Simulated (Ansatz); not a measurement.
## C₂H₇Al₂Cl: geometry relaxation (part 2 of 2)

C₂H₇Al₂Cl; RKS PBE0-D4/def2-TZVP (Ansatz 0.2.0). The geometry: PBE-D4/def2-SVP start.

**Trajectory as extended XYZ, continued**
```
12
Properties=species:S:1:pos:R:3:forces:R:3 step=10 energy=-27893.42942
Al   -1.0572    1.0431   -1.0092    0.0020   0.0001  -0.0097
C    -1.0617   -0.8769   -0.5572    0.0008   0.0048  -0.0013
Al    0.6489   -1.2809    0.2027    0.0051   0.0069   0.0012
C     1.2981    0.2158    1.3492   -0.0001   0.0030  -0.0133
Cl    1.2495    1.5389    0.0845   -0.0021  -0.0134   0.0143
H    -0.6315    1.5043   -2.4730    0.0000  -0.0037   0.0086
H    -1.8994    2.0169   -0.0725   -0.0030   0.0028   0.0026
H    -1.8483   -1.0189    0.1951   -0.0006   0.0012   0.0012
H    -1.2893   -1.5101   -1.4192    0.0009  -0.0028  -0.0009
H     1.6708   -2.4526   -0.1123   -0.0002  -0.0029   0.0013
H     0.6628    0.5698    2.1606    0.0021   0.0026   0.0004
H     2.3341    0.1956    1.6851   -0.0051   0.0016  -0.0046
12
Properties=species:S:1:pos:R:3:forces:R:3 step=13 energy=-27893.42998
Al   -1.0642    1.0513   -1.0197   -0.0070   0.0085   0.0054
C    -1.0565   -0.8667   -0.5603   -0.0029  -0.0047  -0.0036
Al    0.6486   -1.2834    0.2036    0.0020  -0.0215   0.0043
C     1.3193    0.2128    1.3393   -0.0094   0.0521  -0.0048
Cl    1.1839    1.5927    0.1461    0.0096  -0.0180   0.0191
H    -0.5972    1.5035   -2.4737   -0.0002  -0.0004   0.0042
H    -1.9603    2.0201   -0.1272    0.0022  -0.0055  -0.0081
H    -1.8411   -1.0108    0.1944    0.0002   0.0045  -0.0002
H    -1.2878   -1.5026   -1.4198    0.0045  -0.0003   0.0027
H     1.6403   -2.4922   -0.0711   -0.0036   0.0081  -0.0010
H     0.7207    0.5184    2.1986    0.0218  -0.0173  -0.0175
H     2.3713    0.2018    1.6236   -0.0171  -0.0056  -0.0004
12
Properties=species:S:1:pos:R:3:forces:R:3 step=16 energy=-27893.43044
Al   -1.0669    1.0590   -1.0281   -0.0373   0.0077  -0.0091
C    -1.0534   -0.8571   -0.5614    0.0125  -0.0108   0.0094
Al    0.6471   -1.2853    0.2058   -0.0048  -0.0178   0.0012
C     1.3381    0.2116    1.3308   -0.0140   0.0637   0.0228
Cl    1.1291    1.6397    0.2081   -0.0001  -0.0532   0.0455
H    -0.5689    1.5004   -2.4759    0.0128   0.0025   0.0128
H    -2.0186    2.0200   -0.1848    0.0235  -0.0064  -0.0050
H    -1.8372   -0.9995    0.1948    0.0012   0.0061  -0.0017
H    -1.2871   -1.4966   -1.4177    0.0016   0.0039  -0.0013
H     1.6151   -2.5203   -0.0391   -0.0044   0.0119   0.0019
H     0.7774    0.4691    2.2326    0.0443  -0.0169  -0.0663
H     2.4024    0.2038    1.5687   -0.0354   0.0093  -0.0101
12
Properties=species:S:1:pos:R:3:forces:R:3 step=19 energy=-27893.43248
Al   -1.0745    1.0640   -1.0389    0.0109  -0.0370   0.0042
C    -1.0548   -0.8519   -0.5633    0.0031   0.0129   0.0024
Al    0.6415   -1.2858    0.2100   -0.0101  -0.0118  -0.0076
C     1.3544    0.2139    1.3170   -0.0027   0.0011  -0.0043
Cl    1.0559    1.6808    0.2811   -0.0076   0.0057   0.0058
H    -0.5182    1.5001   -2.4664   -0.0015   0.0046  -0.0019
H    -2.0625    2.0198   -0.2377   -0.0085   0.0126  -0.0022
H    -1.8404   -0.9914    0.1922    0.0052   0.0031  -0.0020
H    -1.2894   -1.4956   -1.4166    0.0030   0.0048   0.0004
H     1.5903   -2.5414    0.0013   -0.0038  -0.0026  -0.0021
H     0.8453    0.4161    2.2600    0.0071   0.0027   0.0040
H     2.4294    0.2162    1.4951    0.0048   0.0039   0.0032
12
Properties=species:S:1:pos:R:3:forces:R:3 step=22 energy=-27893.44802
Al   -1.0767    1.0692   -1.0638    0.0181   0.0351   0.0122
C    -1.0702   -0.8338   -0.5532   -0.0111   0.0002   0.0184
Al    0.6238   -1.2829    0.2147   -0.0226   0.0049   0.0009
C     1.3987    0.2171    1.2806    0.0125  -0.0084   0.0156
Cl    0.7777    1.7677    0.5731   -0.0290  -0.0094   0.0036
H    -0.3338    1.4598   -2.4208    0.0005  -0.0019   0.0091
H    -2.1789    2.0446   -0.4544    0.0049  -0.0116  -0.0215
H    -1.8549   -0.9691    0.2054    0.0203   0.0051  -0.0210
H    -1.3088   -1.4808   -1.4031   -0.0132  -0.0165   0.0049
H     1.5155   -2.5900    0.0828    0.0067   0.0018   0.0048
H     1.0994    0.2437    2.3308    0.0149  -0.0124  -0.0177
H     2.4854    0.2994    1.2416   -0.0019   0.0131  -0.0093
12
Properties=species:S:1:pos:R:3:forces:R:3 step=25 energy=-27893.46878
Al   -1.0129    1.0613   -1.0497   -0.0678  -0.0336  -0.0364
C    -1.1129   -0.8431   -0.5295    0.0365   0.0331   0.0017
Al    0.5994   -1.2836    0.2009   -0.0526   0.0173   0.0068
C     1.3889    0.2426    1.2246   -0.0549  -0.1347  -0.0039
Cl    0.4381    1.7461    0.8562    0.1656  -0.1240   0.1006
H    -0.0511    1.3845   -2.2858    0.0063   0.0061   0.0262
H    -2.1596    2.0806   -0.6347   -0.0568   0.0183  -0.0663
H    -1.8856   -0.9352    0.2452   -0.0090   0.0163   0.0129
H    -1.3885   -1.4997   -1.3599   -0.0041   0.0029  -0.0125
H     1.4988   -2.5863    0.0868    0.0239   0.0070   0.0065
H     1.3363    0.1208    2.3085   -0.0191   0.0635   0.0052
H     2.4262    0.4570    0.9712    0.0320   0.1276  -0.0409
12
Properties=species:S:1:pos:R:3:forces:R:3 step=27 energy=-27893.48060
Al   -1.0107    1.0609   -1.0464   -0.0341  -0.0208  -0.0155
C    -1.1229   -0.8409   -0.5206    0.0080   0.0018   0.0041
Al    0.5912   -1.2884    0.2016   -0.0145   0.0148  -0.0009
C     1.3935    0.2341    1.2188   -0.0017  -0.0549  -0.0032
Cl    0.3971    1.7196    0.9150    0.0391  -0.0213   0.0521
H     0.0133    1.3850   -2.2307    0.0122  -0.0036   0.0102
H    -2.1872    2.0786   -0.7145   -0.0172   0.0064  -0.0244
H    -1.8940   -0.9235    0.2574    0.0011   0.0165  -0.0035
H    -1.4099   -1.4958   -1.3493    0.0053   0.0064   0.0063
H     1.5006   -2.5835    0.0819    0.0059  -0.0068  -0.0032
H     1.3966    0.1076    2.3035   -0.0099   0.0243  -0.0033
H     2.4095    0.4912    0.9172    0.0060   0.0371  -0.0187
12
Properties=species:S:1:pos:R:3:forces:R:3 step=30 energy=-27893.48733
Al   -0.9839    1.0528   -1.0276    0.0197  -0.0036  -0.0494
C    -1.1477   -0.8453   -0.5000   -0.0195   0.0037   0.0218
Al    0.5780   -1.2915    0.1927    0.0132   0.0016  -0.0151
C     1.3883    0.2398    1.1911    0.0751   0.0317   0.0538
Cl    0.2602    1.6611    1.0639    0.0350  -0.0319  -0.0185
H     0.1808    1.3518   -2.0930   -0.0308  -0.0110   0.0627
H    -2.1877    2.0814   -0.8628    0.0221  -0.0074   0.0101
H    -1.9126   -0.8948    0.2869    0.0044   0.0018  -0.0111
H    -1.4608   -1.5015   -1.3177    0.0076   0.0084   0.0042
H     1.4954   -2.5797    0.0500   -0.0006   0.0074  -0.0036
H     1.5238    0.0812    2.2657   -0.0112   0.0308  -0.1035
H     2.3432    0.5897    0.7847   -0.1150  -0.0316   0.0486
12
Properties=species:S:1:pos:R:3:forces:R:3 step=33 energy=-27893.48994
Al   -0.9738    1.0352   -1.0170   -0.0201  -0.0048   0.0130
C    -1.1749   -0.8533   -0.4695    0.0013   0.0147   0.0128
Al    0.5810   -1.2736    0.1630   -0.0203  -0.0140  -0.0063
C     1.3737    0.2488    1.1883   -0.0074  -0.0122   0.0008
Cl    0.2327    1.6584    1.0795    0.0077  -0.0006   0.0093
H     0.2548    1.2768   -2.0174    0.0116  -0.0031  -0.0103
H    -2.1505    2.1010   -0.9262    0.0043  -0.0068   0.0005
H    -1.9235   -0.9019    0.3312    0.0004   0.0157  -0.0085
H    -1.5000   -1.5080   -1.2831   -0.0006  -0.0059  -0.0049
H     1.5240   -2.5299   -0.0551    0.0193  -0.0068  -0.0014
H     1.5145    0.0801    2.2575   -0.0058   0.0052  -0.0058
H     2.3192    0.6113    0.7825    0.0095   0.0187   0.0008
12
Properties=species:S:1:pos:R:3:forces:R:3 step=36 energy=-27893.49064
Al   -0.9620    1.0217   -1.0103    0.0033   0.0069  -0.0062
C    -1.1936   -0.8572   -0.4440    0.0066  -0.0104   0.0018
Al    0.5841   -1.2647    0.1359    0.0039  -0.0031  -0.0095
C     1.3625    0.2512    1.1858   -0.0041  -0.0033  -0.0156
Cl    0.2030    1.6481    1.1034   -0.0098   0.0083  -0.0019
H     0.3147    1.2165   -1.9668   -0.0092   0.0004   0.0062
H    -2.1254    2.1050   -0.9878    0.0122  -0.0082  -0.0004
H    -1.9272   -0.8798    0.3707    0.0037  -0.0054  -0.0009
H    -1.5435   -1.5143   -1.2456   -0.0015   0.0056   0.0059
H     1.5583   -2.4873   -0.1453   -0.0162   0.0149   0.0041
H     1.5051    0.0681    2.2517    0.0019  -0.0061   0.0187
H     2.3011    0.6375    0.7861    0.0092   0.0003  -0.0021
12
Properties=species:S:1:pos:R:3:forces:R:3 step=39 energy=-27893.49579
Al   -0.9399    0.9738   -0.9742   -0.0173   0.0717  -0.0219
C    -1.2639   -0.8764   -0.3603    0.0187   0.0150   0.0333
Al    0.6012   -1.1956    0.0100   -0.0094   0.0471  -0.1082
C     1.3270    0.2758    1.1698    0.0868  -0.0060   0.0669
Cl    0.1180    1.6400    1.1621    0.0124  -0.0285  -0.0421
H     0.5062    0.9585   -1.7503   -0.1663  -0.0350   0.1036
H    -2.0075    2.1482   -1.1997    0.1762  -0.1615  -0.0001
H    -1.9236   -0.8787    0.5174    0.0710  -0.0337  -0.0958
H    -1.6861   -1.5311   -1.1314    0.0422   0.0540   0.0681
H     1.6363   -2.3204   -0.4530   -0.1096   0.1038   0.0421
H     1.4511    0.0241    2.2277   -0.0052   0.0298  -0.0830
H     2.2582    0.7268    0.8156   -0.0997  -0.0567   0.0371
12
Properties=species:S:1:pos:R:3:forces:R:3 step=42 energy=-27893.65786
Al   -0.9680    0.9279   -0.8853   -0.2803  -0.0634   0.1504
C    -1.3280   -0.8955   -0.2806   -0.0516   0.2408   0.1855
Al    0.6199   -1.0072   -0.2021    0.0622   0.0211  -0.1762
C     1.2956    0.3182    1.1558    0.1075  -0.1134   0.1523
Cl    0.0897    1.6919    1.1745   -0.0350   0.0020  -0.1561
H     0.5800    0.5425   -1.4651    0.0140  -0.0093   0.0240
H    -1.7741    2.1937   -1.4069    0.1513  -0.0894  -0.0500
H    -1.8901   -0.9826    0.6550    0.0315  -0.0547  -0.1085
H    -1.7782   -1.5393   -1.0415    0.0157   0.0172  -0.0120
H     1.6403   -2.0861   -0.7570    0.0238   0.0049  -0.0094
H     1.3488   -0.0112    2.1960   -0.0161   0.0290  -0.0388
H     2.2413    0.7927    0.8909   -0.0231   0.0152   0.0387
12
Properties=species:S:1:pos:R:3:forces:R:3 step=45 energy=-27893.69487
Al   -1.0249    0.9226   -0.8434   -0.0712  -0.0474   0.0621
C    -1.3292   -0.8829   -0.2258    0.0276  -0.0137   0.0463
Al    0.6453   -0.9417   -0.2942   -0.0464  -0.0964   0.1336
C     1.2929    0.3014    1.1715    0.0874   0.0224  -0.0735
Cl    0.1238    1.7188    1.1072    0.0025   0.0714   0.0201
H     0.5177    0.5178   -1.4845    0.1215  -0.0743   0.0437
H    -1.6841    2.1843   -1.5014   -0.0952   0.1015  -0.0517
H    -1.8361   -1.0439    0.7290    0.0491   0.0194  -0.0665
H    -1.7857   -1.5262   -0.9850   -0.0069   0.0187  -0.0296
H     1.6522   -2.0343   -0.8501    0.0009   0.0279  -0.0431
H     1.2392   -0.0383    2.2085   -0.0191  -0.0152  -0.0937
H     2.2660    0.7673    1.0019   -0.0502  -0.0144   0.0523
12
Properties=species:S:1:pos:R:3:forces:R:3 step=48 energy=-27893.70313
Al   -1.0243    0.9235   -0.8367    0.0082   0.0014  -0.0031
C    -1.3222   -0.8832   -0.2189    0.0009  -0.0053   0.0272
Al    0.6468   -0.9511   -0.2870   -0.0065  -0.0002  -0.0068
C     1.2952    0.3057    1.1634    0.0073   0.0160   0.0142
Cl    0.1555    1.7500    1.0851    0.0035  -0.0173  -0.0095
H     0.5328    0.5040   -1.4694   -0.0012   0.0017  -0.0018
H    -1.7248    2.1706   -1.5029   -0.0038   0.0037  -0.0017
H    -1.8294   -1.0491    0.7323   -0.0015  -0.0012  -0.0066
H    -1.7885   -1.5084   -0.9880    0.0025   0.0029  -0.0086
H     1.6562   -2.0267   -0.8715   -0.0022   0.0032   0.0015
H     1.1991   -0.0436    2.1926    0.0003  -0.0001  -0.0053
H     2.2807    0.7532    1.0347   -0.0075  -0.0050   0.0003
12
Properties=species:S:1:pos:R:3:forces:R:3 step=51 energy=-27893.70324
Al   -1.0249    0.9235   -0.8352    0.0014   0.0000  -0.0007
C    -1.3222   -0.8834   -0.2162   -0.0027   0.0016  -0.0009
Al    0.6462   -0.9511   -0.2844   -0.0008   0.0000  -0.0031
C     1.2974    0.3070    1.1641   -0.0016  -0.0005  -0.0002
Cl    0.1591    1.7507    1.0822    0.0007   0.0022   0.0008
H     0.5298    0.5019   -1.4711    0.0002  -0.0011   0.0020
H    -1.7272    2.1705   -1.5009   -0.0005  -0.0009   0.0009
H    -1.8363   -1.0551    0.7298    0.0001   0.0003  -0.0007
H    -1.7830   -1.5035   -0.9934    0.0021  -0.0016   0.0013
H     1.6545   -2.0271   -0.8694    0.0000   0.0001   0.0006
H     1.2003   -0.0412    2.1934    0.0008  -0.0007   0.0002
H     2.2834    0.7527    1.0348    0.0004   0.0005  -0.0001
```

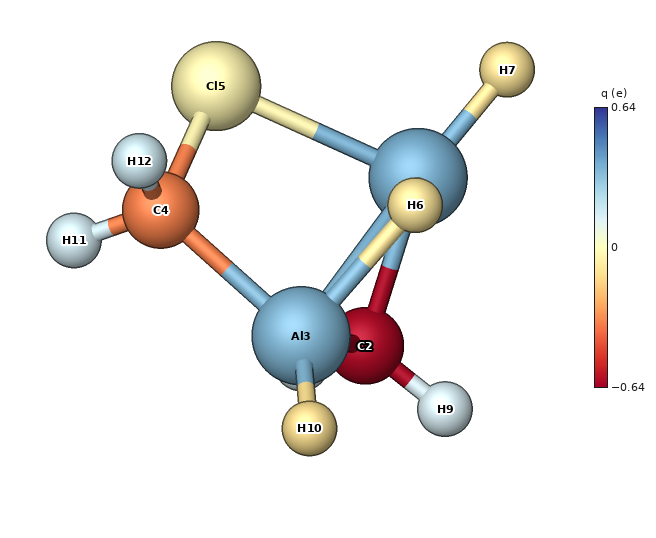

**Figure 1.** Mulliken charges, as the colour of each atom (ball-and-stick view, seen at a tilt; atoms are numbered from 1 in the order of the input). By element: Al +0.35 to +0.36, C −0.61 to −0.34, Cl −0.04 and H −0.12 to +0.16 e.

The run was set up as follows.

**Input file**
```yaml
crystal:
  periodic: [false, false, false]
  atoms:
    - {symbol: Al, position_ang: [-1.070064, 1.042178, -1.008789]}
    - {symbol: C, position_ang: [-1.079040, -0.895683, -0.559217]}
    - {symbol: Al, position_ang: [0.656023, -1.281790, 0.202173]}
    - {symbol: C, position_ang: [1.276175, 0.213436, 1.388064]}
    - {symbol: Cl, position_ang: [1.370933, 1.454076, -0.006983]}
    - {symbol: H, position_ang: [-0.692785, 1.515113, -2.495133]}
    - {symbol: H, position_ang: [-1.825539, 2.035527, 0.001561]}
    - {symbol: H, position_ang: [-1.875748, -1.049795, 0.203928]}
    - {symbol: H, position_ang: [-1.305145, -1.534603, -1.438790]}
    - {symbol: H, position_ang: [1.731226, -2.402536, -0.180405]}
    - {symbol: H, position_ang: [0.587491, 0.660957, 2.129339]}
    - {symbol: H, position_ang: [2.303572, 0.188020, 1.798051]}
basis:
  gaussian: {orbitals: def2-TZVP}
hamiltonian: {xc: pbe0, dispersion: d4}
relax: {f_tol: 0.005, max_steps: 150}
```

Launch command:
```bash
ansatz run in.yaml --threads 4 --pin off --events-out ev --progress --plain --max-ram 10444MiB
```

**Key numbers**

```tsv
quantity	value
outcome	converged
total energy	−27893.7033 eV
mean-field energy	−27893.4221 eV
dispersion energy	−0.2812 eV
SCF solution under orbital rotations	stable
largest force (length of the vector) at the end	0.003 eV/Å
dipole moment	1.71 D
hardware	4 threads of Arm Neoverse V2, 23 GiB of memory available, shared host
wall time	3 min (CPU time 11 min)
peak memory	0.69 GiB
```
